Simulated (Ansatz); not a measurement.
## Electronic structure of B₂ClH₅OSi (SMILES [SiH3]BOBCl) in real space

Input file:

```
crystal:
  periodic: [false, false, false]
  atoms:
    - {symbol: B, position_ang: [-0.204479, 0.821041, -0.225068]}
    - {symbol: B, position_ang: [-0.350214, -0.210973, -2.687989]}
    - {symbol: Cl, position_ang: [-0.583097, 0.901316, -4.037525]}
    - {symbol: O, position_ang: [-0.221630, 0.277128, -1.453770]}
    - {symbol: Si, position_ang: [-1.931754, 1.115318, 0.809833]}
    - {symbol: H, position_ang: [-2.105168, 2.577568, 1.085170]}
    - {symbol: H, position_ang: [-1.856986, 0.419084, 2.133896]}
    - {symbol: H, position_ang: [-3.135857, 0.619470, 0.072838]}
    - {symbol: H, position_ang: [0.880805, 1.121407, 0.227171]}
    - {symbol: H, position_ang: [-0.304181, -1.394724, -2.889022]}
basis:
  gaussian: {orbitals: def2-TZVPD}
hamiltonian: {xc: {name: PBE0}}
output: {forces: true, orbitals: {seedname: orbitals}}
```

Command:

```sh
ansatz run input.yaml --threads 2 --pin off --max-ram 4350MiB --events-out events.jsonl --progress --plain --runs-dir runs
```

Geometry: r2SCAN-D4/def2-SVP.

All numbers below come from isolated molecule in a Gaussian basis; Kohn-Sham density functional theory, functional PBE0 (Ansatz 0.2.0).

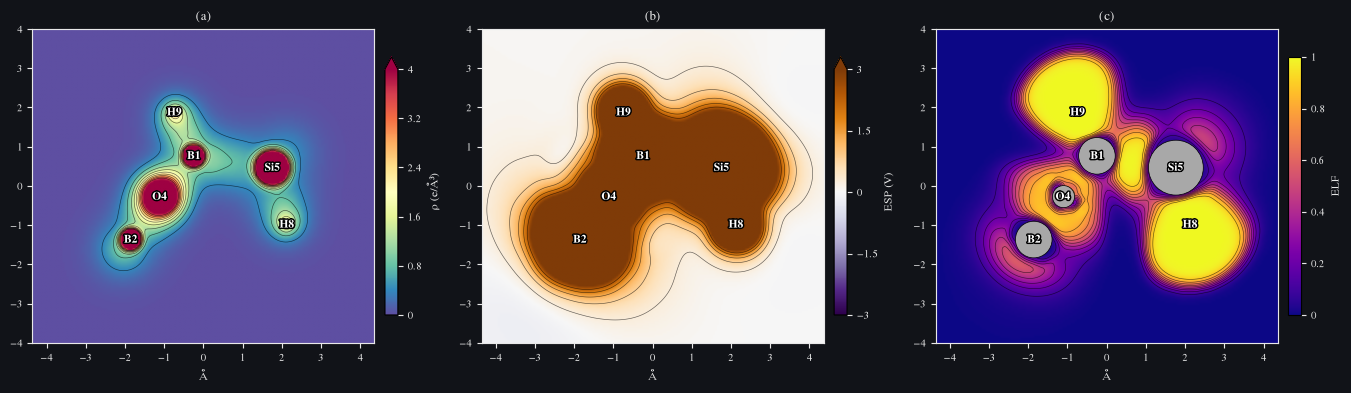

Figure 1. (a) electron density; (b) electrostatic potential; (c) ELF on the plane of atoms Si5, B1 and H9. Grey discs cover the atomic cores in the ELF map.

What do the fields say about this system?

Answer. The section cuts through B, O, Si and H sites. B–O (1.33 Å): ρ at the midpoint is about 2.2 e/Å³; the ELF peaks at about 0.90 between the atoms: a short, strongly polar bond. Si–B (2.03 Å): ρ is about 0.79 e/Å³ halfway; the ELF peaks at about 1 between the atoms: localised, covalent bonding. B–H (1.21 Å): ρ is about 1.3 e/Å³ halfway; the ELF climbs to about 1 towards the hydrogen, as it does in any bond to H; a covalent bond by its length. Si–H (1.50 Å): ρ at the midpoint is about 0.79 e/Å³; the ELF climbs to about 1 towards the hydrogen. The ELF also peaks beside O4, away from the bonds: lone-pair regions. The potential has no marked negative region in this plane.

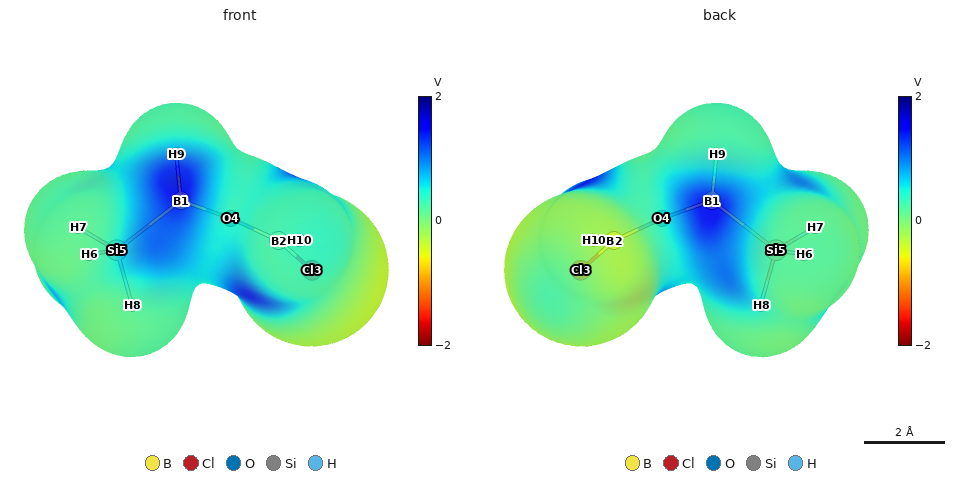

Figure 2. The electrostatic potential painted on the density surface at 0.002 e/bohr³, seen from the front and from behind; the colour scale runs from red (negative) to blue (positive).

Describe the electrostatic potential map.

Answer. The most negative region (about −0.4 V) lies over Cl3, the most positive (about +1.5 V) over B1. Cl3 shows a σ-hole: about +0.3 V at the tip opposite its bond, against about −0.3 V on its flanks.

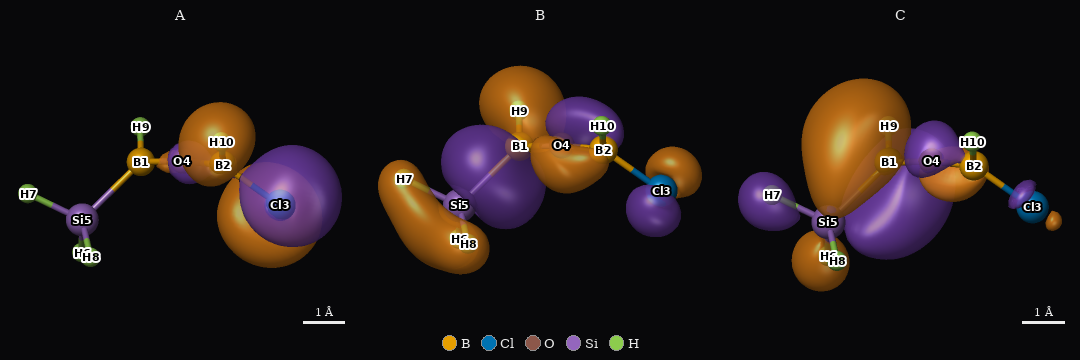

Figure 3. Three frontier orbitals at ±0.08 Å⁻³ᐟ² (orange and purple are the two phases), in no order.

Which picture is the HOMO−1, the HOMO and the LUMO?

Answer. A is the HOMO−1 (−9.20 eV). Its weight (Hirshfeld) is mainly on Cl3 (about 80 %), B2 (about 10 %) and H10 (about 10 %); largely a lone pair of Cl3. B is the HOMO (−8.03 eV). Its weight (Hirshfeld) is mainly on Si5 (about 30 %), B1 (about 25 %), O4 (about 15 %) and H9 (about 15 %). C is the LUMO (−1.68 eV). By Hirshfeld shares it lies mainly on B1 (about 50 %), Si5 (about 20 %), O4 (about 10 %) and H9 (about 5 %).

What is the HOMO–LUMO gap?

Answer. 6.35 eV between the orbital energies.
